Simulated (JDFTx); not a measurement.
```json
{
  "surface": "Ir(110)",
  "bulk": "Ir, Fm-3m, lattice of mp-101 (not re-optimised)",
  "slab": "8 atoms in 8 planes, 1x1, 9.3 Å between the outermost planes",
  "in-plane cell": "2.725 × 3.854 Å, 10.50 Å²",
  "cell_height": "25.5 Å",
  "sampling": "8×6×1 k mesh, Fermi smearing 0.01 Ha, no spin polarisation"
}
```

Computed with a modified build of JDFTx: PBE, GBRV ultrasoft potentials, plane waves to 20/100 Ha. Liquid on both sides: linear PCM (GLSSA13), water, 0.5 M NaCl; nuclei fixed, outer atoms relaxed in vacuum. SHE scale: U = −μ/e − 4.44 V, by convention. Ideal, unreconstructed faces without any overlayer.

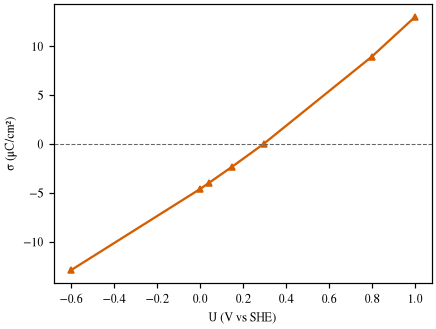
Figure. Surface charge density of Ir(110) against potential

Question: Read off the potential of zero charge and the mean capacitance σ/(U − U_pzc) at the computed points next to it.

Answer: U_pzc ≈ 0.3 V. At 0.15 V it is about 16 μF/cm². At 0.80 V it is about 18 μF/cm².
